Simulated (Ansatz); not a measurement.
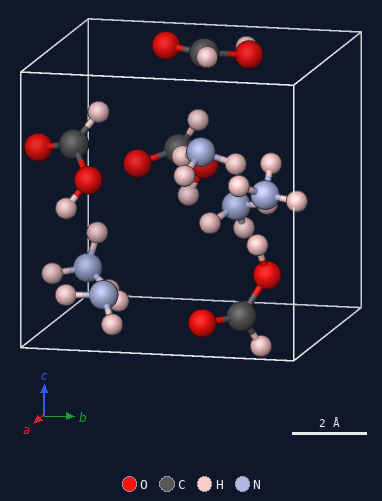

Starting frame of a dynamics run of a periodic cell with 4 HCOOH + 5 NH3 at 1.0 g/cm³. The picture is a ball-and-stick view of the simulation cell, seen slightly off an axis.

Computed with Ansatz 0.2.0, DFT PBE-D3(BJ), scalar-relativistic, plane waves, PAW.

Input file:
```yaml
accuracy: low
crystal:
  lattice:
    - [7.646027, 0.0, 0.0]
    - [0.0, 7.646027, 0.0]
    - [0.0, 0.0, 7.646027]
  atoms:
    - { symbol: O, position: [0.78376482, 0.84707465, 0.2586487] }
    - { symbol: C, position: [0.84348955, 0.76711999, 0.11697809] }
    - { symbol: O, position: [0.95268261, 0.65088958, 0.10795265] }
    - { symbol: H, position: [0.84852831, 0.82688689, 0.37927611] }
    - { symbol: H, position: [0.78013006, 0.82297538, -0.00028844] }
    - { symbol: O, position: [0.31165703, 0.66359213, 0.95900965] }
    - { symbol: C, position: [0.4181016, 0.52565963, 0.97845258] }
    - { symbol: O, position: [0.37081943, 0.37374917, 0.98982882] }
    - { symbol: H, position: [0.18886081, 0.62355038, 0.96153754] }
    - { symbol: H, position: [0.55421895, 0.56964268, 0.9923802] }
    - { symbol: O, position: [-0.103783, 0.39685586, 0.46804387] }
    - { symbol: C, position: [0.03639997, 0.33761575, 0.54807796] }
    - { symbol: O, position: [0.12172744, 0.20743369, 0.50587208] }
    - { symbol: H, position: [-0.1319628, 0.33122488, 0.34831917] }
    - { symbol: H, position: [0.06963128, 0.41698141, 0.66369926] }
    - { symbol: O, position: [0.55779012, 0.13499437, 0.52554904] }
    - { symbol: C, position: [0.44134033, 0.05282556, 0.62937174] }
    - { symbol: O, position: [0.38188359, -0.09154101, 0.60053887] }
    - { symbol: H, position: [0.57922864, 0.05917896, 0.42388998] }
    - { symbol: H, position: [0.40848111, 0.13565868, 0.74451599] }
    - { symbol: "N", position: [0.9152417, 0.87151244, 0.57608581] }
    - { symbol: H, position: [1.01985983, 0.80100836, 0.62553331] }
    - { symbol: H, position: [0.96162641, 0.99923681, 0.5682542] }
    - { symbol: H, position: [0.82138238, 0.87008938, 0.67218594] }
    - { symbol: "N", position: [0.81723126, 0.25478569, 0.16534996] }
    - { symbol: H, position: [0.69326262, 0.27858459, 0.12082069] }
    - { symbol: H, position: [0.90270251, 0.30762561, 0.07706997] }
    - { symbol: H, position: [0.83953231, 0.12246705, 0.1630341] }
    - { symbol: "N", position: [0.2373167, 0.59800098, 0.39334182] }
    - { symbol: H, position: [0.28188313, 0.72213373, 0.41489564] }
    - { symbol: H, position: [0.34088877, 0.52733921, 0.34674929] }
    - { symbol: H, position: [0.14566306, 0.60382256, 0.29559246] }
    - { symbol: "N", position: [0.58225836, 0.55337382, 0.6525546] }
    - { symbol: H, position: [0.53780679, 0.6705047, 0.60599633] }
    - { symbol: H, position: [0.69414132, 0.52124893, 0.58632643] }
    - { symbol: H, position: [0.4908879, 0.46321236, 0.61549035] }
    - { symbol: "N", position: [0.16103746, 0.03481248, 0.12709194] }
    - { symbol: H, position: [0.16277667, 0.06988954, 0.25635817] }
    - { symbol: H, position: [0.23120242, -0.0780234, 0.11429878] }
    - { symbol: H, position: [0.22929826, 0.13000183, 0.06329473] }
basis:
  ecutwfc: 420.0
kpoints:
  mp_grid: { grid: [1, 1, 1] }
hamiltonian:
  xc: pbe
  dispersion: d3bj
scf:
  occupations: { method: fermi_dirac, width: 0.05 }
  lower_state_search: "off"
md:
  timestep: 0.75
  n_steps: 300
  ensemble: nvt_langevin
  temperature: 350.0
  initial_velocities: maxwell_boltzmann
  seed: 507829
  friction: 0.02
```

Launched with:
```bash
ansatz run input.yaml --threads 1 --pin off --max-ram 3072MiB --backend cpu --events-out ev --progress --plain --runs-dir out
```

Question: Predict how the run goes.

Answer: The mean temperature in the second half is 409 K (standard deviation 51 K). The potential energy is still drifting at the end, so the run hasn't reached equilibrium. The potential energy in the second half lies on average 23.0 meV per atom above the first frame. In the second half of the run the atoms are, in the root-mean-square, this far from where they began (common drift taken out): H 0.67 Å, O 0.62 Å, N 0.51 Å, C 0.39 Å. The heavy atoms stay within a fraction of a molecule's size of their starting places; so short a run doesn't tell a liquid from a solid. Bond changes: 2 H–N bonds form between 126 fs and 153 fs; 2 H–O bonds break between 166 fs and 190 fs.

Along the run (each row but the first and the last is the mean over the interval that it begins):

| time (fs) | potential energy (meV/atom) | T (K) |
| --- | --- | --- |
| 0.0 | 0.0 | 341 |
| 37.5 | 26.8 | 312 |
| 75.0 | 33.7 | 383 |
| 112.5 | 28.1 | 352 |
| 150.0 | 25.4 | 429 |
| 187.5 | 15.4 | 446 |
| 225.0 | 24.0 | 377 |

The paths of the atoms:

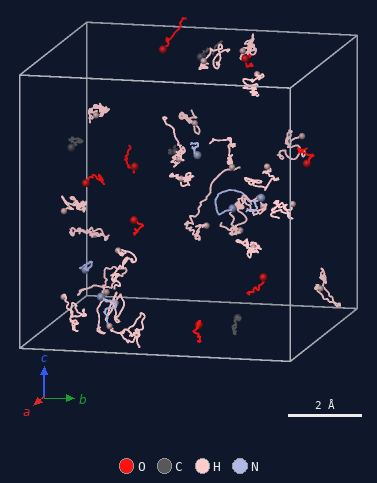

Limits of the set-up: the program's low-accuracy preset was used; the periodic images lie only 7.6 Å apart, so the values are limited by the cell's size.
